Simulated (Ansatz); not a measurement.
HfNH4F3: geometry relaxation (part 1 of 2)

The run: geometry relaxation of HfNH4F3. Method and program: RKS PBE-D4/def2-SVP (Ansatz 0.2.0).

The input holds or restrains some coordinates. It belongs to a series of runs on one base structure; here: pulled along the bonds that form and break, towards end B. Figures and captions count atoms from 1; the log counts them from 0 in places.

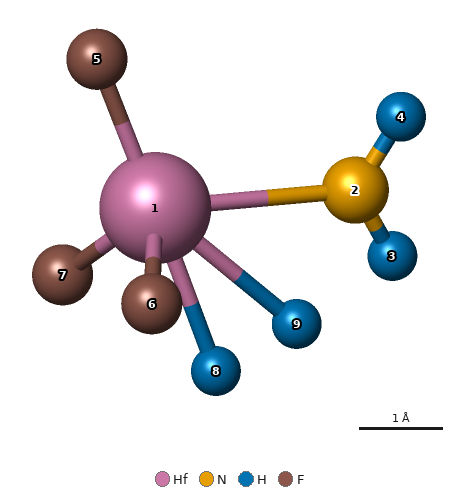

Fig. 1: The input geometry (ball-and-stick view, seen at a tilt; atoms are numbered from 1 in the order of the input). Sticks mark near contacts.

## Input file
```yaml
crystal:
  periodic: [false, false, false]
  atoms:
    - { symbol: Hf, position_ang: [0.0, 0.0, 0.0] }
    - { symbol: "N", position_ang: [0.0, 0.0, 2.56] }
    - { symbol: H, position_ang: [-0.877, -0.2713, 3.09] }
    - { symbol: H, position_ang: [0.877, 0.2713, 3.09] }
    - { symbol: F, position_ang: [1.8671, 0.0, -0.6593] }
    - { symbol: F, position_ang: [-0.9326, 1.6157, -0.6593] }
    - { symbol: F, position_ang: [-0.9326, -1.6157, -0.6593] }
    - { symbol: H, position_ang: [-2.0403, 0.0065, 0.6779] }
    - { symbol: H, position_ang: [-1.5581, 0.005, 1.7349] }
basis:
  gaussian: { orbitals: def2-SVP }
hamiltonian:
  xc: pbe
  dispersion: d4
relax:
  f_tol: 0.15
  max_steps: 25
  restrain:
    - { distance: [0, 7], at: 1.85, k: 30.0 }
    - { distance: [8, 1], at: 1.06, k: 30.0 }
    - { distance: [0, 1], at: 3.41, k: 30.0 }
    - { distance: [8, 7], at: 1.86, k: 30.0 }
```

Launched with:
```bash
ansatz run input.yaml --threads 2 --pin off --max-ram 3072MiB --backend cpu --events-out ev --progress --plain --runs-dir out
```

## Log
```
The last accepted step is kept in [file] (removed where the run ends without a failure and the disk answers)
Engine: ansatz 0.2.0, aarch64-unknown-linux-gnu
Functional definition: PBE
  parameter kappa = 0.804
  parameter beta = 0.06672455060314922
  exchange = pbe_x(kappa = kappa, mu = beta*pi^2/3)
  correlation = pbe_c(beta = beta)
1162 factors; their error is unknown
mean field evaluation 1: about -10985.5625 eV, gradient 8.7e1 eV
mean field evaluation 2: about -10790.7219 eV, gradient 2.8e2 eV
mean field evaluation 4: about -10999.6931 eV, gradient 1.7e1 eV
mean field evaluation 8: about -11000.3805 eV, gradient 3.5e-1 eV
mean field evaluation 16: about -11000.2853 eV, gradient 1.7e-3 eV
mean field -11000.28525835 eV, -404.2530269832 hartree, gradient 5.8e-5 eV, S^2 0.000000; 0 other end points of the search recorded, 0 dependent functions left out
the calculation of the forces begins
reference -11000.28533184 eV, -404.2530296840 hartree; 25, 25 occupied and 83, 83 virtual orbitals, 1162 factors
relax step   1: F+E_penalty+E_count = -11000.42790580 eV  Δ(F+E_penalty+E_count) = +0.000e0 eV  max|allowed force component| = 3.807e0 eV/Å  E_restraint = 26.91472946 eV  max|allowed force component, restraints' pulls added| = 2.630e1 eV/Å  Δτ_max = 0.0000 Å  (30 SCF iters, accepted)
  distance Hf 0 - H 7 = 2.1500 Å
  distance H 8 - N 1 = 1.7631 Å
  distance Hf 0 - N 1 = 2.5600 Å
  distance H 8 - H 7 = 1.1618 Å
these checks for a lower state are left out or cut short: starts, cluster_reference, orbital_swaps, neighbouring_geometries, increment
1162 factors; their error is unknown
mean field -10998.97357258 eV, -404.2048234203 hartree, gradient 1.6e-5 eV, S^2 0.000000; 0 other end points of the search recorded, 0 dependent functions left out
[... from here on the field's lines of each further geometry are left out, up to the last ...]
relax step   2: F+E_penalty+E_count = -10999.11279907 eV  Δ(F+E_penalty+E_count) = +1.315e0 eV  max|allowed force component| = 4.119e0 eV/Å  E_restraint = 13.75765210 eV  max|allowed force component, restraints' pulls added| = 1.861e1 eV/Å  Δτ_max = 0.1949 Å  (36 SCF iters, accepted)
relax step   3: F+E_penalty+E_count = -10998.53794294 eV  Δ(F+E_penalty+E_count) = +5.749e-1 eV  max|allowed force component| = 4.556e0 eV/Å  E_restraint = 5.51802276 eV  max|allowed force component, restraints' pulls added| = 1.204e1 eV/Å  Δτ_max = 0.1949 Å  (36 SCF iters, accepted)
relax step   4: F+E_penalty+E_count = -10999.25876731 eV  Δ(F+E_penalty+E_count) = -7.208e-1 eV  max|allowed force component| = 3.218e0 eV/Å  E_restraint = 1.46939444 eV  max|allowed force component, restraints' pulls added| = 5.800e0 eV/Å  Δτ_max = 0.1945 Å  (34 SCF iters, accepted)
relax step   5: F+E_penalty+E_count = -11000.51577812 eV  Δ(F+E_penalty+E_count) = -1.257e0 eV  max|allowed force component| = 3.419e0 eV/Å  E_restraint = 0.07505583 eV  max|allowed force component, restraints' pulls added| = 3.419e0 eV/Å  Δτ_max = 0.1976 Å  (37 SCF iters, accepted)
relax step   6: F+E_penalty+E_count = -11001.45433907 eV  Δ(F+E_penalty+E_count) = -9.386e-1 eV  max|allowed force component| = 2.771e0 eV/Å  E_restraint = 0.00215838 eV  max|allowed force component, restraints' pulls added| = 2.698e0 eV/Å  Δτ_max = 0.1948 Å  (34 SCF iters, accepted)
relax step   7: F+E_penalty+E_count = -11002.00769423 eV  Δ(F+E_penalty+E_count) = -5.534e-1 eV  max|allowed force component| = 2.576e0 eV/Å  E_restraint = 0.03852785 eV  max|allowed force component, restraints' pulls added| = 2.850e0 eV/Å  Δτ_max = 0.1964 Å  (35 SCF iters, accepted)
relax step   8: F+E_penalty+E_count = -11002.43713000 eV  Δ(F+E_penalty+E_count) = -4.294e-1 eV  max|allowed force component| = 1.202e0 eV/Å  E_restraint = 0.00625569 eV  max|allowed force component, restraints' pulls added| = 1.346e0 eV/Å  Δτ_max = 0.1966 Å  (36 SCF iters, accepted)
relax step   9: F+E_penalty+E_count = -11002.58182439 eV  Δ(F+E_penalty+E_count) = -1.447e-1 eV  max|allowed force component| = 6.901e-1 eV/Å  E_restraint = 0.00426647 eV  max|allowed force component, restraints' pulls added| = 4.974e-1 eV/Å  Δτ_max = 0.1993 Å  (36 SCF iters, accepted)
relax step  10: F+E_penalty+E_count = -11002.66855063 eV  Δ(F+E_penalty+E_count) = -8.673e-2 eV  max|allowed force component| = 4.850e-1 eV/Å  E_restraint = 0.00556884 eV  max|allowed force component, restraints' pulls added| = 2.048e-1 eV/Å  Δτ_max = 0.1994 Å  (35 SCF iters, accepted)
relax step  11: F+E_penalty+E_count = -11002.73388958 eV  Δ(F+E_penalty+E_count) = -6.534e-2 eV  max|allowed force component| = 5.641e-1 eV/Å  E_restraint = 0.00811393 eV  max|allowed force component, restraints' pulls added| = 1.349e-1 eV/Å  Δτ_max = 0.1995 Å  (34 SCF iters, accepted)
relax step  12: F+E_penalty+E_count = -11002.78150860 eV  Δ(F+E_penalty+E_count) = -4.762e-2 eV  max|allowed force component| = 6.555e-1 eV/Å  E_restraint = 0.01788481 eV  max|allowed force component, restraints' pulls added| = 4.586e-1 eV/Å  Δτ_max = 0.1968 Å  (34 SCF iters, accepted)
relax step  13: F+E_penalty+E_count = -11002.81851418 eV  Δ(F+E_penalty+E_count) = -3.701e-2 eV  max|allowed force component| = 6.365e-1 eV/Å  E_restraint = 0.01230555 eV  max|allowed force component, restraints' pulls added| = 1.114e-1 eV/Å  Δτ_max = 0.1998 Å  (34 SCF iters, accepted)
relax step  14: F+E_penalty+E_count = -11002.80978510 eV  Δ(F+E_penalty+E_count) = +8.729e-3 eV  max|allowed force component| = 6.042e-1 eV/Å  E_restraint = 0.01174370 eV  max|allowed force component, restraints' pulls added| = 7.253e-1 eV/Å  Δτ_max = 0.1935 Å  (35 SCF iters, rejected (line search))
relax step  15: F+E_penalty+E_count = -11002.82283379 eV  Δ(F+E_penalty+E_count) = -4.320e-3 eV  max|allowed force component| = 5.119e-1 eV/Å  E_restraint = 0.00872092 eV  max|allowed force component, restraints' pulls added| = 2.696e-1 eV/Å  Δτ_max = 0.0940 Å  (28 SCF iters, accepted)
the calculation of the forces begins
reference -11002.71160742 eV, -404.3421936668 hartree; 25, 25 occupied and 83, 83 virtual orbitals, 1162 factors
relax step  16: F+E_penalty+E_count = -11002.83133749 eV  Δ(F+E_penalty+E_count) = -8.504e-3 eV  max|allowed force component| = 6.631e-1 eV/Å  E_restraint = 0.01009195 eV  max|allowed force component, restraints' pulls added| = 4.471e-2 eV/Å  Δτ_max = 0.0990 Å  (35 SCF iters, accepted)
  distance Hf 0 - H 7 = 1.8544 Å
  distance H 8 - N 1 = 1.0465 Å
  distance Hf 0 - N 1 = 3.3910 Å
  distance H 8 - H 7 = 1.8705 Å
1162 factors; their error is unknown
mean field evaluation 160: about -11002.7115 eV, gradient 2.2e-2 eV
```

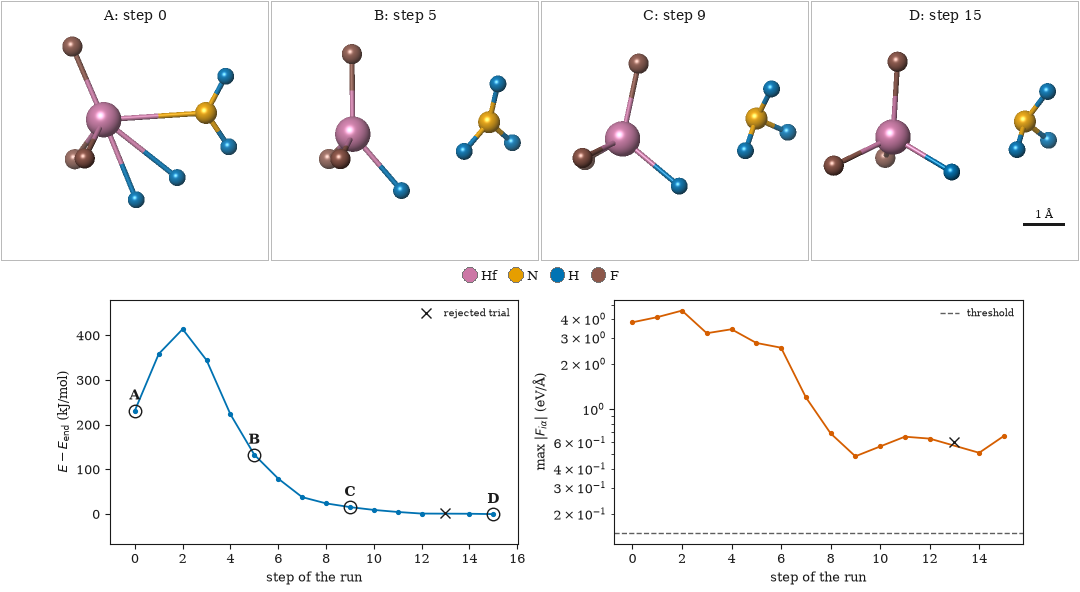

Fig. 2: Frames of the restrained relaxation (ball-and-stick view, seen at a tilt) above the curves, on which the letters mark them (the first geometry is step 0 here and step 1 in the log).

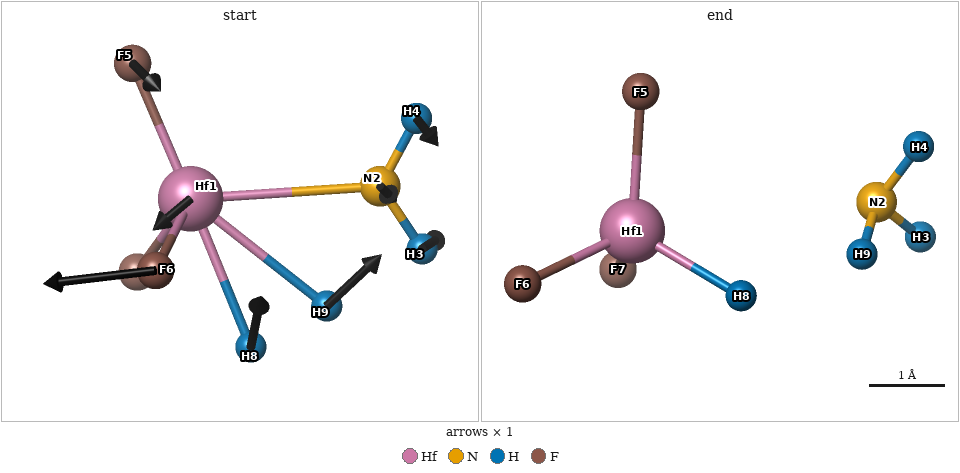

Fig. 3: Before (left) and after (right) the restrained relaxation, at one scale (ball-and-stick view, seen at a tilt). The black arrows give the displacements, at true length. F6 moves most after the best rigid fit: 1.61 Å. Largest moves by element: F 1.61 Å, H 1.19 Å, Hf 0.69 Å, N 0.49 Å. Among the contacts that change: Hf1–N2 2.560 → 3.391 Å, Hf1–H9 2.332 → 3.102 Å, N2–H9 1.763 → 1.047 Å, Hf1–H8 2.150 → 1.854 Å. New bonds form: N2–H9 (1.76 → 1.05 Å). Bonds break: Hf1–H9 (2.33 → 3.10 Å), Hf1–N2 (2.56 → 3.39 Å). Among the angles that change: F5–Hf1–H8 178.9° → 109.4°, F7–Hf1–H8 70.1° → 109.3°, F6–Hf1–H8 69.8° → 103.3°. After 15 geometry steps the energy has fallen by 231.9 kJ/mol. The largest force component goes from 3.8 to 0.66 eV/Å. The line search rejected the trial step at point 13 (counted from 0) and went back. (Atoms are counted from 1 in the order of the input.)

```
mean field -11002.71153373 eV, -404.3421909589 hartree, gradient 1.5e-5 eV, S^2 0.000000; 1 other end points of the search recorded, 0 dependent functions left out
the calculation of the forces begins
reference -11002.71160742 eV, -404.3421936668 hartree; 25, 25 occupied and 83, 83 virtual orbitals, 1162 factors
Total energy: -11002.83141118 eV, -404.3465963737 hartree
Atom 0 at    -0.390500     0.155437    -0.551624 Å, force     0.071871    -0.162356     0.424364 eV/Å
Atom 1 at    -0.231668    -0.391668     2.791147 Å, force    -0.278388     0.406779    -0.663082 eV/Å
Atom 2 at    -0.733984    -1.059877     3.389762 Å, force     0.019214     0.018219    -0.030912 eV/Å
Atom 3 at     0.471742     0.076513     3.377914 Å, force    -0.044709    -0.025483    -0.004886 eV/Å
Atom 4 at     1.465509     0.576868    -0.335108 Å, force     0.000438    -0.011814     0.021111 eV/Å
Atom 5 at    -1.005929     1.033046    -2.131071 Å, force    -0.004671    -0.008266     0.009812 eV/Å
Atom 6 at    -0.884942    -1.692282    -0.662115 Å, force     0.014497     0.016362     0.010475 eV/Å
Atom 7 at    -1.367460     0.972079     0.796523 Å, force    -0.138663     0.176984    -0.183516 eV/Å
Atom 8 at    -0.919268     0.341384     2.499471 Å, force     0.360411    -0.410425     0.416633 eV/Å
Dipole moment:    -0.073513     0.045130     0.536846 e Å
```

## Trajectory as extended XYZ (Å, eV, eV/Å), 16 frames, from step=1 to step=16
```
9
Properties=species:S:1:pos:R:3:forces:R:3 step=1 energy=-11000.42791
Hf    0.0000    0.0000    0.0000   -0.7921  -0.1473   2.2336
N     0.0000    0.0000    2.5600   -0.0021  -0.2529  -2.8812
H    -0.8770   -0.2713    3.0900    1.7492   0.1554   0.2509
H     0.8770    0.2713    3.0900   -1.5042  -0.2425  -0.2036
F     1.8671    0.0000   -0.6593   -1.2854   0.0208   0.4955
F    -0.9326    1.6157   -0.6593    1.0202  -1.2118   0.2484
F    -0.9326   -1.6157   -0.6593    1.0487   1.2555   0.2042
H    -2.0403    0.0065    0.6779    0.8043  -0.1674   3.4590
H    -1.5581    0.0050    1.7349   -1.0384   0.5901  -3.8069
```
